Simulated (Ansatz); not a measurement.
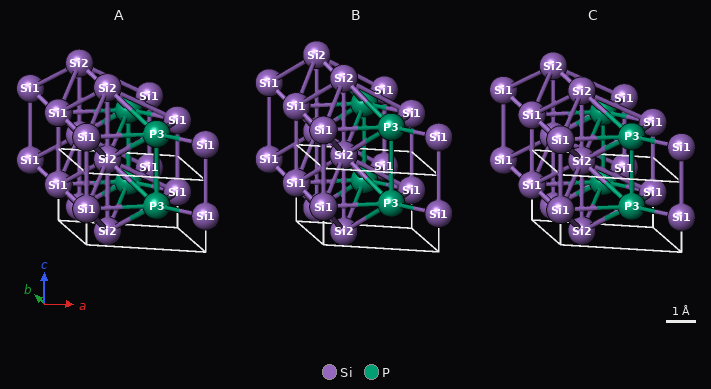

3 geometries from one relaxation of a crystal of Si₂P (a generated structure, set up in P-6m2), in shuffled order. The picture is a ball-and-stick view of the cell of the calculation, repeated 1 × 2 × 2 with one cell outlined, seen slightly off an axis.

These are results of DFT PBE, scalar-relativistic, plane waves, PAW (Ansatz 0.2.0), not measurements. Settings: plane-wave cutoff 420 eV; k-point mesh 12 × 12 × 16; occupations gaussian; smearing width 0.1 eV; no spin polarisation; cell and atoms relaxed; force threshold 0.01 eV/Å; at most 80 steps.

> Order the frames from highest to lowest energy.

B, A, C. They are steps 0, 2, 11, at +34.3 meV per atom, +6.4 meV per atom relative to the last. Over 8 accepted moves (11 points after the start) the energy falls by 34.3 meV per atom. All forces vanish by symmetry, so only the cell relaxes. The pressure goes from 0.33 to 0.00 GPa. The line search rejected the trial step at point 3 of the run. The SCF was repeated twice at an unchanged geometry on a basis and grid sized afresh for the cell, which shifted the energy by 0.3 meV per atom at most. No atom moves by more than 0.005 Å relative to the cell. Cell: a = b 4.261 → 4.472 Å (+4.9 %), c 2.762 → 2.528 Å (−8.5 %). Volume +0.8 %. Near-neighbour distances that change, for instance: Si1–Si1 2.762 → 2.528 Å, P3–P3 2.762 → 2.528 Å, Si1–P3 2.460 → 2.582 Å, Si2–P3 2.821 → 2.875 Å. The space group stays P-6m2 (No. 187). Cost: 2.8 min on 1 thread of AMD EPYC 7R43 64-Core Processor (Zen 3), with other jobs on the host, peak memory 0.47 GiB.
